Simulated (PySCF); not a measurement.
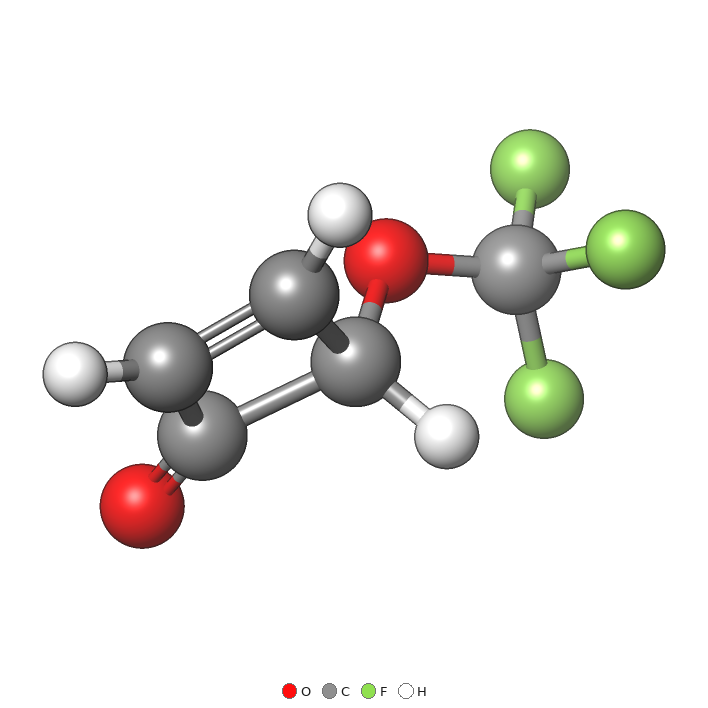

A ball-and-stick model of a molecule.

Computed geometry: GFN2-xTB optimisation. No frequency run is at hand to confirm it as a minimum.

> What is the molecular formula?

C₅H₃F₃O₂, 13 atoms: 5 carbon, 3 hydrogen, 3 fluorine and 2 oxygen.

> Which point group does it belong to?

C1.

> Count the bonded pairs by element.

4 C–C, 3 C–O, 3 C–F, 3 C–H.

> Name some functional groups or characteristic bonds that it holds.

Among them: ether, ketone, alkene, C–F bond.

> Does it have rings?

Independent rings (smallest set): 1 of 4 members.

More results for the same structure follow; atom numbers are the same in all pictures, views and colours differ.

**Geometry**

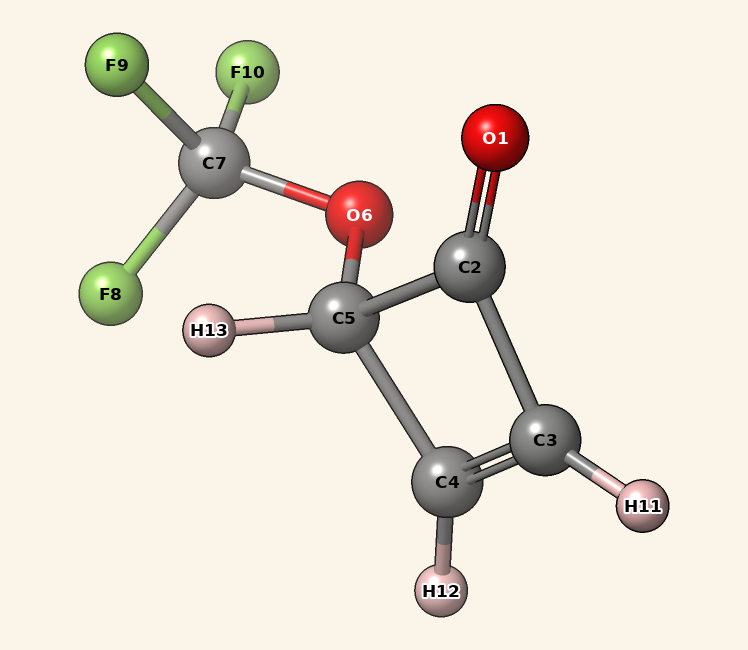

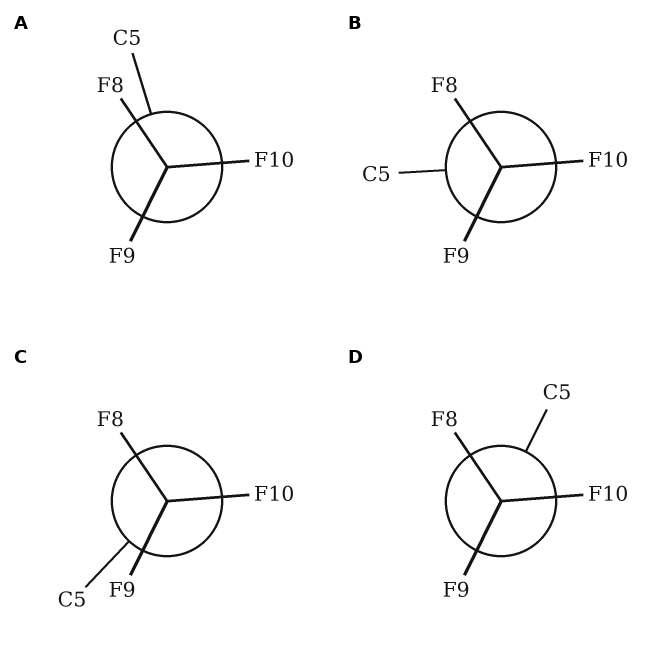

Distant atoms are faded towards the background colour. Bonds that would overlap in a projection are set slightly apart. No frequency run is at hand to confirm it as a minimum.

> Which Newman projection shows the view along C7–O6, with C7 in front?

B. The torsion angle F8–C7–O6–C5 is −59°, synclinal (gauche).

**Excitation**

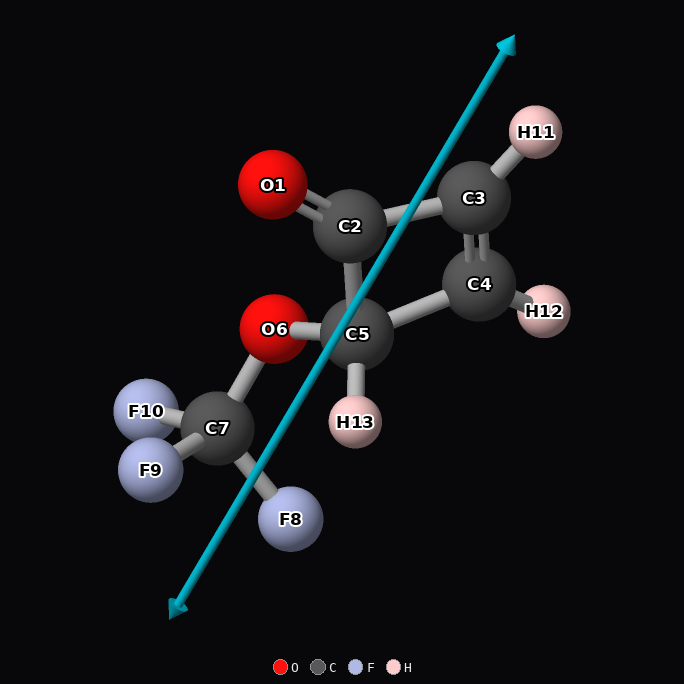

The double arrow shows the direction of the transition dipole to excited singlet state 5 (its length means nothing). No frequency run is at hand to confirm it as a minimum. Level of theory: TDDFT PBE0/def2-SVPD, vertical, gas phase, core orbitals frozen in the response (PySCF 2.14.0).

> Give its energy, strength and character.

7.55 eV (164 nm), oscillator strength 0.026, mainly HOMO → LUMO+2 (weight 0.86); transition dipole 0.95 D.

**Ring current**

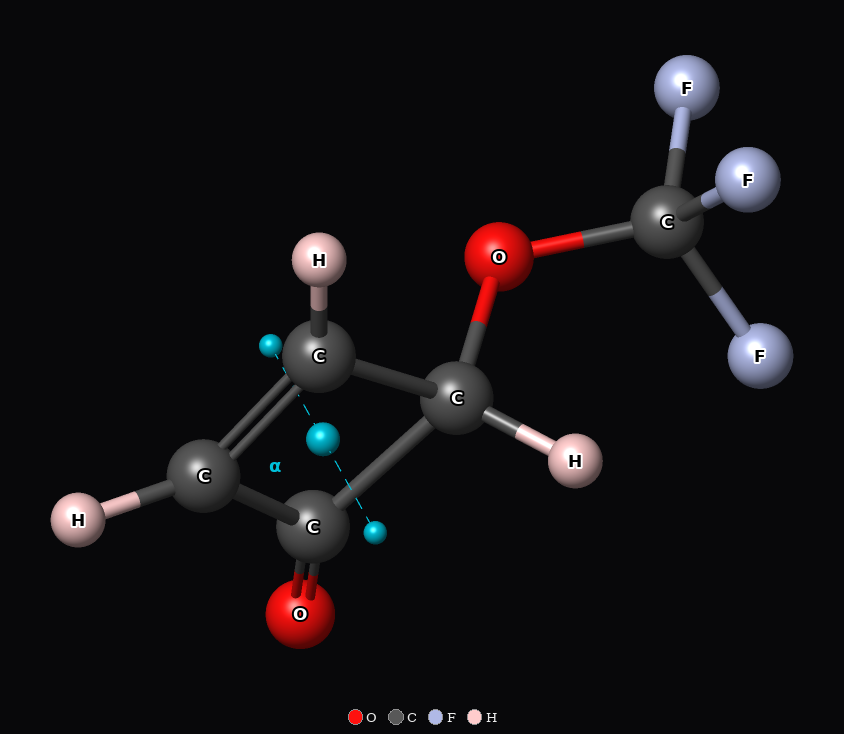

The small points mark where nucleus-independent chemical shifts (NICS) were computed: at the centre of each lettered ring and 1 Å above and below it. No frequency run is at hand to confirm it as a minimum. Properties computed with GIAO PBE0/pcSseg-1 NMR shielding, non-relativistic, gas phase (PySCF 2.14.0).

Give NICS(0), NICS(1) and the out-of-plane component NICS(1)zz for each ring (means of the two sides).

```csv
ring,members,NICS(0),NICS(1),NICS(1)zz
α,C4,4.2,−4.0,−1.6
```

Values in ppm.

**NMR shielding**

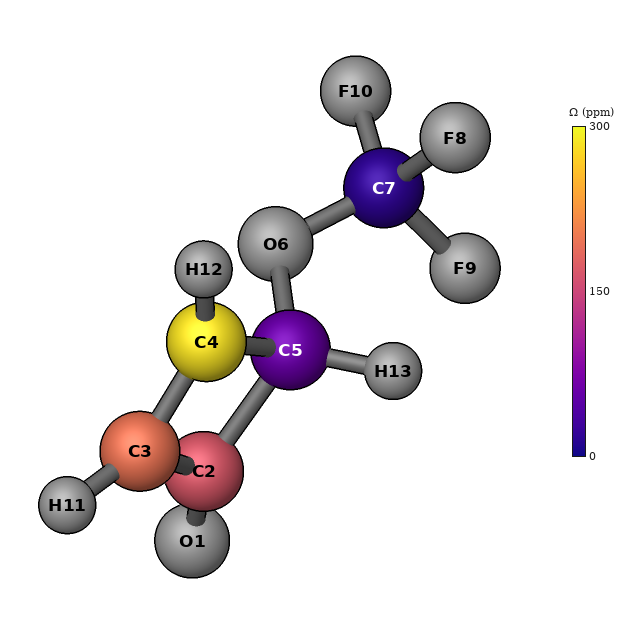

The C atoms are coloured by the span of their shielding tensor. No frequency run is at hand to confirm it as a minimum. Properties computed with GIAO PBE0/pcSseg-1 NMR shielding, non-relativistic, gas phase (PySCF 2.14.0). Principal shieldings σ11 ≤ σ22 ≤ σ33, span Ω = σ33 − σ11, skew κ = 3(σiso − σ22)/Ω.

> Which C atom has the most anisotropic shielding?

C4, with a span of 284 ppm.

Give the shielding tensors of the C atoms.

```
atom     σ11    σ22    σ33  σiso      Ω      κ
  C2   −88.9   14.3   80.4   1.9  169.3  −0.22
  C3   −66.5   31.9  129.8  31.8  196.3   0.00
  C4  −123.9    1.1  160.5  12.6  284.4   0.12
  C5    57.6  108.0  116.7  94.1   59.1  −0.71
  C7    49.7   52.9   68.1  56.9   18.4   0.65
```

Shieldings and span in ppm.
